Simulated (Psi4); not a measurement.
# triplet [BF2]+ at 6 levels

Aim: a comparison of 6 runs (UB3LYP/cc-pVTZ, UCAM-B3LYP/cc-pVTZ, UHSE06/cc-pVTZ, UPBE0/cc-pVTZ, UTPSSh/cc-pVTZ, UOMP2/cc-pVTZ) of triplet [BF2]+. 

The calculation is run with Psi4 1.11.

3 further runs of the same task are left out: 2 that didn't finish, 1 set aside as unsound or not needed.

### 1 The structure to begin with

The species is [BF2]+ (3 atoms), meant as a triplet with charge +1. SMILES of the parent species: `F[B+]F`. The shape is that of a PBE0-D4/def2-TZVP optimisation. That shape belongs to the parent species and isn't relaxed for this state.

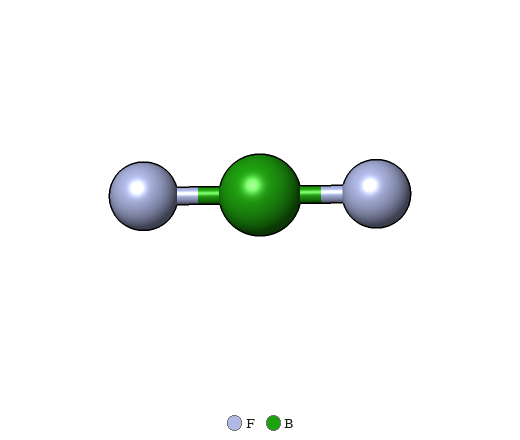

Viewed from a chosen angle; fluorine light blue, boron green.

### 2 Energy and gradient at UB3LYP/cc-pVTZ (run 1)

calc.in

```
memory 2200 MB

molecule mol {
  1 3
  F      0.329710     1.140520     0.307700
  B      0.000000     0.000000     0.000000
  F     -0.329720    -1.140520    -0.307700
  symmetry c1
  no_reorient
  no_com
}

set {
  basis cc-pVTZ
  reference uks
  puream true
  e_convergence 1e-09
  d_convergence 1e-08
  scf_type pk
  dft_radial_points 99
  dft_spherical_points 590
  maxiter 100
}

result, w = gradient('b3lyp', return_wfn=True)
oeprop(w, 'DIPOLE', 'QUADRUPOLE', 'MULLIKEN_CHARGES')
```

On the command line:

```
$ psi4 calc.in calc.out -n 1
```

calc.out:

```text
[...]
  Running in c1 symmetry.
[...]
  Nuclear repulsion =   56.306969287117830
[...]
  Multiplicity = 3
[...]
  Nalpha       = 12
  Nbeta        = 10
[...]
    Number of basis functions: 90
[...]
   @UKS iter   1:  -223.91487205306001    3.89852e-01   1.72535e-03 DIIS/ADIIS
[...]
   @UKS iter  13:  -223.92419416195600   -5.14433e-12   9.39599e-09 DIIS
[...]
   @S^2 Observed:                2.008681950E+00
[...]
  @UKS Final Energy:  -223.92419416195600
   => Energetics <=
    Nuclear Repulsion Energy =             56.3069692871178304
    One-Electron Energy =                -413.1318014589280097
    Two-Electron Energy =                 152.7595207586856247
    DFT Exchange-Correlation Energy =     -19.8588827488314763
    Empirical Dispersion Energy =           0.0000000000000000
    VV10 Nonlocal Energy =                  0.0000000000000000
    Total Energy =                       -223.9241941619559952
[...]
  -Total Gradient:
     Atom            X                  Y                   Z
    ------   -----------------  -----------------  -----------------
       1       -0.047054879918    -0.162856122470    -0.043938291277
       2       -0.000047714035     0.000011314397     0.000005982893
       3        0.047102594053     0.162844807947     0.043932308356
[...]
 Multipole Moments:
 ------------------------------------------------------------------------------------
     Multipole            Electronic (a.u.)      Nuclear  (a.u.)        Total (a.u.)
 ------------------------------------------------------------------------------------
 L = 1.  Multiply by 2.5417464519 to convert [e a0] to [Debye]
 Dipole X            :         -0.0000626           -0.0001701           -0.0002327
 Dipole Y            :          0.0000473            0.0000000            0.0000473
 Dipole Z            :          0.0000275            0.0000000            0.0000275
 Magnitude           :                                                    0.0002390
 L = 2.  Multiply by 1.3450342976 to convert [e a0^2] to [Debye ang]
 Quadrupole XX       :        -16.5645108            6.9879156           -9.5765953
 Quadrupole XY       :        -23.3500587           24.1719591            0.8219004
[...]
  Mulliken Charges: (a.u.)
   Center  Symbol    Alpha    Beta     Spin     Total
       1     F     4.59322  4.03159  0.56164  0.37519
       2     B     2.81355  1.93684  0.87671  0.24962
       3     F     4.59323  4.03158  0.56165  0.37519
   Total alpha = 12.00000, Total beta = 10.00000, Total charge =  1.00000
    Psi4 run time: 0:00:41.09
```

Wall time 44 s (1 thread of Intel Xeon at 2.50GHz (Skylake/Cascade Lake), shared host); peak memory 0.72 GiB.

### 3 Energy and gradient at UCAM-B3LYP/cc-pVTZ (run 2)

bf2_ase.py

```python
import numpy as np
from ase.calculators.psi4 import Psi4
from ase import Atoms

a = Atoms(['F', 'B', 'F'], positions=[
    [0.329710, 1.140520, 0.307700],
    [0.000000, 0.000000, 0.000000],
    [-0.329720, -1.140520, -0.307700],
])
calc = Psi4(atoms=a, method='cam-b3lyp', basis='cc-pVTZ', memory='2200MB', num_threads=1, charge=1, multiplicity=3, label='bf2', reference='uks')
calc.psi4.set_options({'puream': True, 'e_convergence': 1e-09, 'd_convergence': 1e-08, 'scf_type': 'pk', 'dft_radial_points': 99, 'dft_spherical_points': 590, 'maxiter': 100})
a.calc = calc

forces = a.get_forces()
print(f'energy: {a.get_potential_energy():.6f} eV')
print('forces / eV A^-1')
print(np.round(forces, 5))
```

On the command line:

```
$ python bf2_ase.py
```

bf2.dat:

```text
[...]
  Running in c1 symmetry.
[...]
  Nuclear repulsion =   56.306969287117830
[...]
  Multiplicity = 3
[...]
  Nalpha       = 12
  Nbeta        = 10
[...]
    Number of basis functions: 90
[...]
   @UKS iter   1:  -223.83525370104309    2.97416e-01   1.82825e-03 ADIIS/DIIS
[...]
   @UKS iter  14:  -223.85069270831369   -7.81313e-11   3.67973e-09 DIIS
[...]
   @S^2 Observed:                2.012313009E+00
[...]
    Orbital Energies [Eh]
    ---------------------
    Alpha Occupied:
       1A    -25.282314     2A    -25.282309     3A     -7.357395
       4A     -1.813902     5A     -1.805900     6A     -1.096208
       7A     -1.094697     8A     -1.065463     9A     -1.024193
      10A     -1.021801    11A     -0.973918    12A     -0.481824
    Alpha Virtual:
      13A     -0.305672    14A     -0.292955    15A     -0.072084
      16A     -0.041398    17A     -0.038231    18A      0.015326
      19A      0.125901    20A      0.125943    21A      0.322712
      22A      0.339372    23A      0.378352    24A      0.386280
      25A      0.529654    26A      0.562010    27A      0.579425
[...]
  @UKS Final Energy:  -223.85069270831369
   => Energetics <=
    Nuclear Repulsion Energy =             56.3069692871178304
    One-Electron Energy =                -413.0848974304994954
    Two-Electron Energy =                 151.1793389264593657
    DFT Exchange-Correlation Energy =     -18.2521034913914129
    Empirical Dispersion Energy =           0.0000000000000000
    VV10 Nonlocal Energy =                  0.0000000000000000
    Total Energy =                       -223.8506927083136873
[...]
 Multipole Moments:
 ------------------------------------------------------------------------------------
     Multipole            Electronic (a.u.)      Nuclear  (a.u.)        Total (a.u.)
 ------------------------------------------------------------------------------------
 L = 1.  Multiply by 2.5417464519 to convert [e a0] to [Debye]
 Dipole X            :         -0.0004287           -0.0000016           -0.0004303
 Dipole Y            :          0.0000855            0.0000000            0.0000855
 Dipole Z            :          0.0000774            0.0000000            0.0000774
 Magnitude           :                                                    0.0004455
[...]
  -Total Gradient:
     Atom            X                  Y                   Z
    ------   -----------------  -----------------  -----------------
       1       -0.045158134885    -0.156368161677    -0.042191831045
       2       -0.000087995628     0.000018148543     0.000015669955
       3        0.045246130594     0.156350013019     0.042176161071
[...]
```

The script printed:

```text
energy: -6091.287611 eV
forces / eV A^-1
[[ 2.32212e+00  8.04077e+00  2.16959e+00]
 [ 4.52000e-03 -9.30000e-04 -8.10000e-04]
 [-2.32665e+00 -8.03984e+00 -2.16879e+00]]
```

It took 55 s on 1 thread of Intel Xeon at 2.50GHz (Skylake/Cascade Lake), shared host; peak memory 0.81 GiB.

Runs 3 to 5 aren't shown in full; the table further down has their settings and results.

### 4 The energy at UOMP2/cc-pVTZ (density fitting for correlation) (run 6)

bf2.xyz

```xyz
3
BF2
F      0.329710     1.140520     0.307700
B      0.000000     0.000000     0.000000
F     -0.329720    -1.140520    -0.307700
```

run_ase.py

```python
import numpy as np
from ase.calculators.psi4 import Psi4
from ase.io import read

mol = read('bf2.xyz')
calc = Psi4(atoms=mol, method='omp2', basis='cc-pVTZ', memory='2200MB', num_threads=1, charge=1, multiplicity=3, label='bf2', reference='uhf')
calc.psi4.set_options({'puream': True, 'e_convergence': 1e-09, 'd_convergence': 1e-08, 'scf_type': 'pk', 'num_frozen_docc': 3, 'maxiter': 100})
mol.calc = calc

print(f'energy: {mol.get_potential_energy():.6f} eV')
```

On the command line:

```
$ python run_ase.py
```

bf2.dat:

```text
[...]
  Running in c1 symmetry.
[...]
  Nuclear repulsion =   56.306969287117830
[...]
  Multiplicity = 3
[...]
  Nalpha       = 12
  Nbeta        = 10
[...]
    Number of basis functions: 90
[...]
   @UHF iter   1:  -222.87651860821106    1.21557e-01   3.33390e-03 DIIS/ADIIS
[...]
   @UHF iter  20:  -222.94375578133645    1.92131e-11   6.23871e-09 DIIS
[...]
   @S^2 Observed:                2.091546256E+00
[...]
    Orbital Energies [Eh]
    ---------------------
    Alpha Occupied:
       1A    -26.854852     2A    -26.854846     3A     -8.141071
       4A     -2.189521     5A     -2.181251     6A     -1.298420
       7A     -1.297265     8A     -1.269987     9A     -1.235490
      10A     -1.203102    11A     -1.159647    12A     -0.515333
    Alpha Virtual:
      13A     -0.202950    14A     -0.195689    15A     -0.013334
      16A      0.039797    17A      0.040102    18A      0.099118
      19A      0.219529    20A      0.219603    21A      0.444475
      22A      0.462429    23A      0.501606    24A      0.528369
      25A      0.694215    26A      0.697563    27A      0.717060
[...]
  @UHF Final Energy:  -222.94375578133645
   => Energetics <=
    Nuclear Repulsion Energy =             56.3069692871178304
    One-Electron Energy =                -412.8291391248008040
    Two-Electron Energy =                 133.5784140563465030
    Total Energy =                       -222.9437557813364492
  UHF NO Occupations:
  HONO-2 :   10  A 1.9559752
  HONO-1 :   11  A 1.0000000
[...]
 Multipole Moments:
 ------------------------------------------------------------------------------------
     Multipole            Electronic (a.u.)      Nuclear  (a.u.)        Total (a.u.)
 ------------------------------------------------------------------------------------
 L = 1.  Multiply by 2.5417464519 to convert [e a0] to [Debye]
 Dipole X            :          0.0000745           -0.0000016            0.0000729
 Dipole Y            :         -0.0000030            0.0000000           -0.0000030
 Dipole Z            :          0.0000092            0.0000000            0.0000092
 Magnitude           :                                                    0.0000736
[...]
	Warning: cc_lambda option is changed to TRUE
	For this residual convergence, default PCG convergence is:     1.00e-07
[...]
	DF-SCS-MP2 Total Energy (a.u.)     :  -223.48300896953825
	DF-SOS-MP2 Total Energy (a.u.)     :  -223.47340035875172
[...]
	DF-SCS-OMP2 Total Energy (a.u.)    :  -223.50602920589048
	DF-SOS-OMP2 Total Energy (a.u.)    :  -223.44966836693732
	DF-SCS(N)-OMP2 Total Energy (a.u.) :  -223.20998806219390
[...]
	DF-OMP2 Total Energy (a.u.)        :  -223.52920662811960
[...]
```

Standard output:

```text
energy: -6082.539529 eV
```

Wall time 4.5 min (1 thread of Intel Xeon at 2.50GHz (Skylake/Cascade Lake), shared host); peak memory 0.35 GiB.

### 5 All runs side by side

```tsv
run	level	task	frozen core orbitals	energy (Eh)	HOMO energy (eV)	⟨S²⟩	largest force (eV/Å)	wall time
1	UB3LYP/cc-pVTZ	gradient	0	-223.924194	-11.64	2.009	9.005	44 s
2	UCAM-B3LYP/cc-pVTZ	gradient	0	-223.850693	-13.11	2.012	8.646	55 s
3	UHSE06/cc-pVTZ	energy	0	-223.714528	-11.48	2.010	–	47 s
4	UPBE0/cc-pVTZ	gradient	0	-223.692291	-11.88	2.010	8.897	38 s
5	UTPSSh/cc-pVTZ	gradient	0	-223.921961	-11.29	2.006	9.393	72 s
6	UOMP2/cc-pVTZ (density fitting for correlation)	energy	3	-223.529207	-14.02	2.092	–	4.5 min
```

### 6 What came out

| quantity | value |
| --- | --- |
| run 6: total energy | -223.52921 Eh |
| run 6: HOMO energy (Hartree–Fock orbitals) (highest over α and β) | -14.02 eV |
| run 6: correlation energy (3 core orbitals frozen) | -585.5 mEh |
| run 6: ⟨S²⟩ of the reference determinant | 2.092 |

**Reading.** Totals of different functionals can't be ranked against each other. All runs together took 8.8 min, the longest 4.5 min.
